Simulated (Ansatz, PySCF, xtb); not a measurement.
Breaking the Se3–H4 bond in FHMgSe (SMILES [F][Mg][SeH]) (multiplicity 1 held, fragments rigid). Energies count from the point at 1.475 Å.
Geometry at that point (charge 0, multiplicity 1):
```
atom    x (Å)    y (Å)    z (Å)
----  -------  -------  -------
Mg     0.5347  -1.0479   0.3436
F      1.2991  -2.5474   0.8409
Se    -0.5067   1.0061  -0.3739
H     -0.8817   1.2936   1.0230
```

Restricted levels (R-, RO-) in cc, def2 and unpolarised 6-31G sets keep to the state of the molecule at rest. U- levels take the lowest unrestricted solution at each point, which mixes spins at long bonds. Active spaces are followed from a long bond inwards. Left out are points that failed, MP2 points in a non-variational dive below the minimum, coupled-cluster points behind a sign of a changed root (a jump of the amplitudes, or a one-step jump against full CI or MRCI), small-basis points behind a change of solution, and semi-empirical points at long bonds. Levels need not reach the same state.

Correlated levels freeze the cores. Filled d and f shells under p-block atoms count as core. Rows in 3-21G carry no dispersion term and start afresh at each structure; the Pople sets are all-electron and without relativity.

Programs: Ansatz (Gaussian basis) for Hartree–Fock, density functionals and correlated methods; PySCF for 3-21G rows; xtb for the GFN methods.  The GFN methods have no spin term and hold the electronic entropy of 300 K.

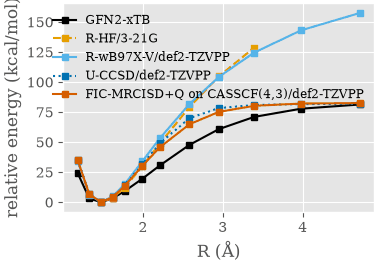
Figure. Relative energy along the coordinate

Question: Read off the GFN2-xTB curve at R = 2.581.

Answer: about 48 kcal/mol

Doubts at one or more of the structures used: a restricted determinant that unrestricted orbitals would lower (R-HF/3-21G, R-wB97X-V/def2-TZVPP); a spin-contaminated determinant (U-CCSD/def2-TZVPP); T1 above 0.05 (U-CCSD/def2-TZVPP); active orbitals that take no part (FIC-MRCISD+Q on CASSCF(4,3)/def2-TZVPP).

Ansatz is a first-principles code.
